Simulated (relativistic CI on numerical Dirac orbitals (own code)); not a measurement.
## Run report: Os³⁺, relativistic CI calculation

- system: Os³⁺.
- method: Dirac-Coulomb-Breit CI, KLI orbitals optimised for each configuration, model QED (radiative potential, 1s self-energy scaled to tabulated hydrogen-like ionisation energies), multiplet model of photoemission in the sudden approximation in a parametric crystal field (relativistic CI on numerical Dirac orbitals, in-house)

**Summary**

```
quantity                      value
 outcome                  converged
hardware  1 CPU thread, shared host
CPU time                      6.4 s
```

**Notes**

Limits: free-ion energies without screening by ligands, so binding energies differ from solids by tens of eV.

**Input**
```
atom Os  Z=76  charge=3  electrons=73
nucleus A=192  rms_radius_fm=5.4126
hamiltonian dirac-coulomb  breit=on  qed=on  c_scale=1
orbitals kli  potential=per-configuration
slater_scale 1
correlation none
mixing on
configurations
  [Xe] 4f14 5d5
  [Kr] 4d9 4f14 5s2 5p6 5d5
end
photoemission 4d T=80 lorentz=2.45 gauss=0.6
crystal_field Td 10Dq=-3100
```

The program writes its results to a structured record and prints no log; tables and figures of this report are taken from that record.

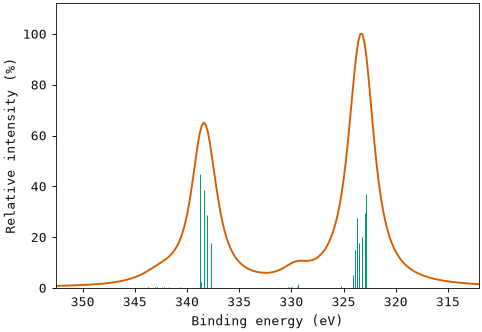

**Figure 1.** 4d photoemission of Os³⁺ (osmium, Z = 76), [Xe] 4f¹⁴ 5d⁵, in a field of Td symmetry with 10Dq = −3,100 cm⁻¹. Sticks are the strongest transitions, on a scale of their own. Multiplet model: relativistic Dirac–Coulomb–Breit theory, one configuration a step, Slater integrals scaled by 1, 80 K, Voigt broadening (Lorentzian 2.45 eV, Gaussian 0.6 eV full widths), computed with a radial Dirac CI code. The main maxima lie at 323.3 eV (100) and 338.4 eV (65), heights in % of the largest; the centroid is at 329.5 eV. The ground state has S = 2.44.
